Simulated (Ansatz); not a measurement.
CH$_{6}$BN: several calculations on one system

Part 1: Relaxation

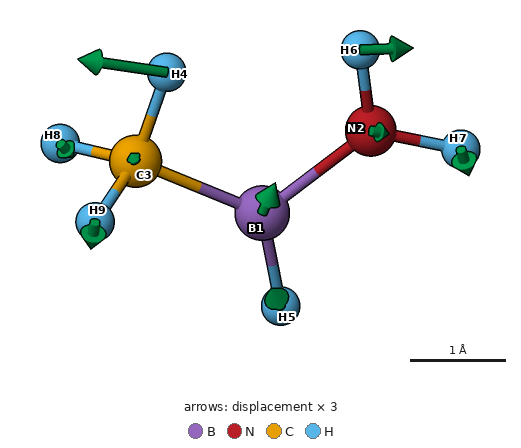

This is a relaxation of CH6BN. The starting structure is drawn; green arrows show the displacements, magnified 3 times. The two geometries are superimposed by the best rigid fit.

A ball-and-stick model, seen at a tilt.

The run prepares an end point of a later path (reaction) calculation, from a guessed geometry.

The calculation used RKS B3LYP-D4/def2-SVPD in Ansatz. Set-up: no spin polarisation; force threshold 0.03 eV/Å; at most 50 steps.

Which element moves most?

Answer. Hydrogen: up to 0.35 Å, against 0.14 Å for boron.

What happened in the run?

Answer. H4 moves most after the best rigid fit: 0.35 Å. By element the largest moves are H 0.35 Å, B 0.14 Å, N 0.08 Å, C 0.04 Å. Among the contacts that change: B1–N2 1.469 → 1.398 Å, C3–H4 1.085 → 1.102 Å, B1–C3 1.559 → 1.575 Å, B1–H5 1.202 → 1.209 Å. Bond angles that change, for instance: B1–C3–H4 101.5° → 114.2°, N2–B1–C3 112.0° → 121.8°, C3–B1–H5 129.5° → 121.1°. Over 6 geometry steps the energy falls by 6.00 kcal/mol. The largest force component goes from 2.2 to 0.014 eV/Å.

Part 2: Relaxation

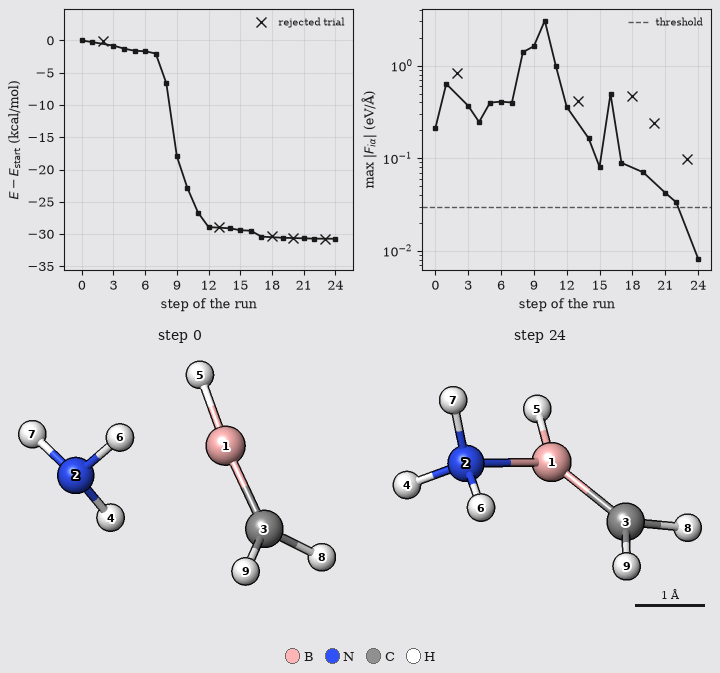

First and last geometry of a relaxation of CH6BN, with the history of the run. The picture is a ball-and-stick view, seen from a free direction.

The run prepares an end point of a later path (reaction) calculation, from a guessed geometry.

All numbers below come from Ansatz, RKS B3LYP-D4/def2-SVPD.

The input:
```yaml
crystal:
  periodic: [false, false, false]
  atoms:
    - { symbol: B, position_ang: [-0.981173, 0.211605, -0.677885] }
    - { symbol: "N", position_ang: [0.908336, 0.458321, 1.435677] }
    - { symbol: C, position_ang: [-0.254152, -0.832831, -1.233414] }
    - { symbol: H, position_ang: [0.49551, -0.347396, 0.969328] }
    - { symbol: H, position_ang: [-1.714167, 1.059194, -0.306267] }
    - { symbol: H, position_ang: [1.226084, 1.141243, 0.7561] }
    - { symbol: H, position_ang: [0.245155, 0.878675, 2.078023] }
    - { symbol: H, position_ang: [-0.691135, -1.441009, -2.036852] }
    - { symbol: H, position_ang: [0.765642, -1.127901, -0.984711] }
basis:
  gaussian: { orbitals: def2-SVPD }
hamiltonian:
  xc: b3lyp
  dispersion: d4
relax:
  f_tol: 0.03
  max_steps: 50
output:
  orbitals: {}
```

Launched with:
```bash
ansatz run input.yaml --threads 2 --pin off --max-ram 3072MiB --backend cpu --events-out ev --progress --plain --runs-dir out
```

**Did the run converge, and what did it change?**

It converged. Over 19 accepted moves (24 points after the start) the energy falls by 30.7 kcal/mol. The largest force component goes from 0.21 to 0.0082 eV/Å. The line search rejected the trial steps at points 2, 13, 18, 20, 23 of the run. H7 moves most after the best rigid fit: 1.10 Å. By element the largest moves are H 1.10 Å, N 0.69 Å, B 0.61 Å, C 0.24 Å. Some distances before and after: B1–N2 2.846 → 1.615 Å, B1–C3 1.389 → 1.427 Å, B1–H5 1.181 → 1.206 Å, C3–H9 1.090 → 1.099 Å. New bonds form, among them: B1–N2 (2.85 → 1.61 Å). Bond angles that change, for instance: C3–B1–H5 172.3° → 134.0°, H4–N2–H7 110.7° → 107.3°, B1–C3–H9 127.0° → 123.8°. Cost: 43 s on 2 threads of Intel(R) Xeon(R) Platinum 8488C (Sapphire Rapids), on a shared host, peak memory 0.2 GiB.

Part 3: Path

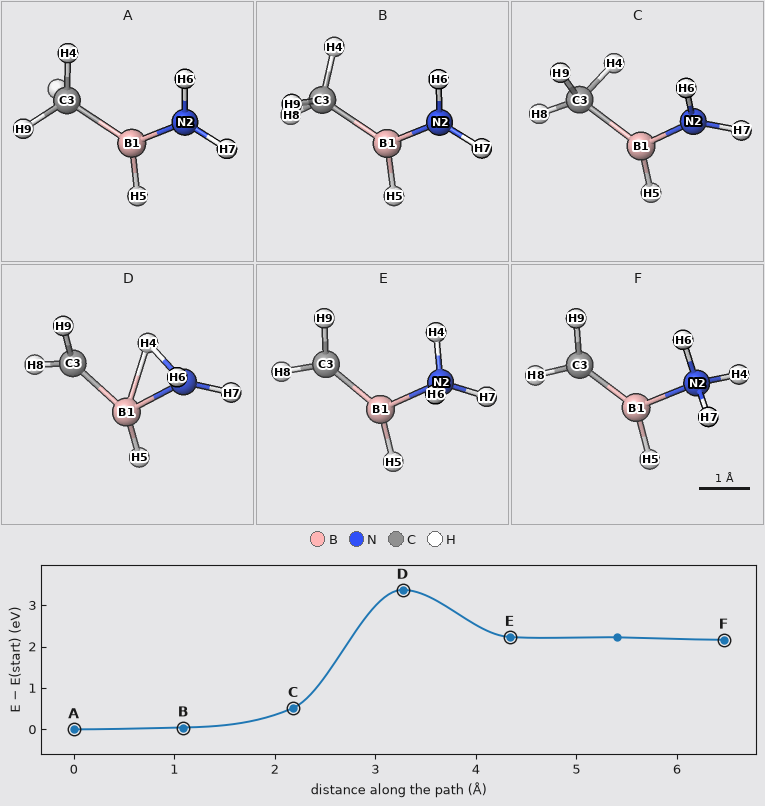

A nudged-elastic-band calculation for CH$_{6}$BN. Images are numbered from 0 (start) to 6 (end). Frames A to F are images 0, 1, 2, 3, 4, 6. A ball-and-stick model, seen at a tilt.

Computed with RKS B3LYP-D4/def2-SVPD (Ansatz 0.2.0). Settings: 5 movable images; climbing image; force threshold 0.05 eV/Å; iteration limit 60; starting path through a guess of the saddle point.

> What happens along the path, and what is the barrier?

The highest point, image 3, lies 3.37 eV above the start and 1.21 eV above the end; the end is at +2.16 eV relative to the start. A hydrogen atom shifts from one atom to another. Breaking: C3–H4 (1.10 → 1.58 at the top → 3.24 Å). Forming: N2–H4 (2.77 → 1.32 at the top → 1.02 Å). The band converged in 18 iterations, with a climbing image at the top.
